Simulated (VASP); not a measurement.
Band structure of Be4SSe3 (ordered alloy cell). Method: PBEsol GGA, VASP's PBE PAW potentials (set 64) (plane waves; VASP).

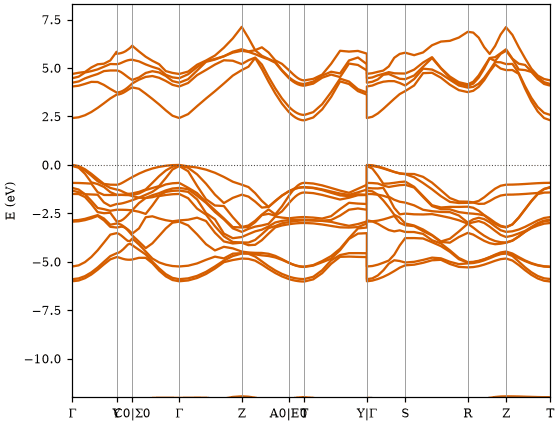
Bands along high-symmetry lines, zero at the valence-band maximum or, without a gap, the Fermi level

Read the plot: is there a gap, and where are the band edges?

The gap is indirect, 2.30 eV, from the valence maximum at Γ to the conduction minimum at T. (Edges off the drawn lines would not show.)

The structure was generated: Be4SSe3 was put into an ordered model structure (Amm2), which need not be its known phase. It was relaxed first.
